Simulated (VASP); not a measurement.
Band structure of CdSe (zinc blende). These are modified Becke-Johnson potential (mBJ) with spin-orbit coupling, VASP's PBE PAW potentials (set 64) (plane waves; VASP) values and carry that method's errors.

mBJ is a potential without an energy functional, so only the levels count.

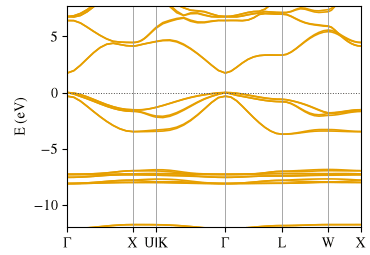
Figure: Bands along high-symmetry lines, zero at the valence-band maximum or, without a gap, the Fermi level

Read the plot: is there a gap, and where are the band edges?

The gap is direct, 1.74 eV, from the valence maximum at Γ to the conduction minimum at Γ.

The compound is CdSe in the zinc blende structure, whereas wurtzite is the usual form. It was relaxed first, which changed the volume by +7 %. The cell's shape comes from a PBE relaxation.
